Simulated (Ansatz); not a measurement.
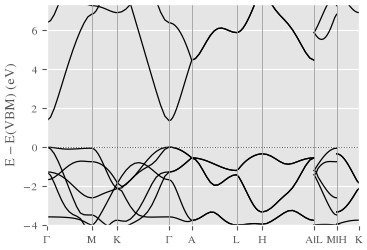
Figure: Band structure from DFT-r²SCAN in the program Ansatz with PAW potentials

Question: Read off the gap and where the band edges lie.

Answer: About 1.4 eV (1.36 eV by a search for the band edges); maximum at Γ, minimum at Γ.

The material is ZnO (NiAs type, P6_3/mmc).

The start of the workflow was typed in or built on a structure type; the Crystallography Open Database copy checked does not list it. It is not the phase usual at ambient conditions (space group No. 186). The cell was relaxed with r²SCAN under the symmetry of its start; whether a distortion lowers the energy is not shown.

Potentials: the later of the program's two PAW sets.
